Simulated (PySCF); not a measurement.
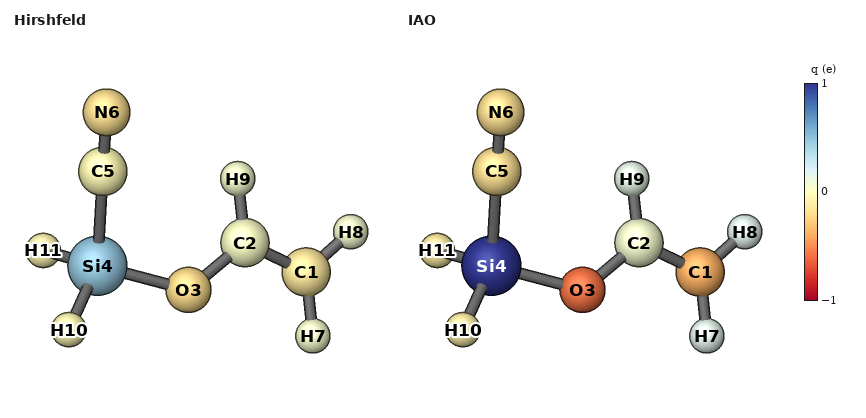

Atomic charges of one calculation by 2 schemes, on one colour scale. The geometry was computed by an optimisation with PBE0-D3(BJ)/def2-SVP. No frequency run is at hand to confirm it as a minimum. Method: PBE0/aug-cc-pVDZ (PySCF 2.14.0).

**Which scheme gives the most polar picture (largest mean size of the charges)?**

The IAO charges are the largest in size here.

**On which atom do the schemes disagree most?**

On Si4 (from 0.47 to 0.99 e).

List the charges (e), one line for each set of equivalent atoms.

```csv
atom,Hirshfeld,IAO
C1,−0.13,−0.38
C2,0.02,0.06
O3,−0.20,−0.58
Si4,0.47,0.99
C5,−0.04,−0.18
N6,−0.19,−0.18
H7,0.05,0.16
H8,0.05,0.17
H9,0.05,0.14
H10,−0.05,−0.09
H11,−0.05,−0.11
```
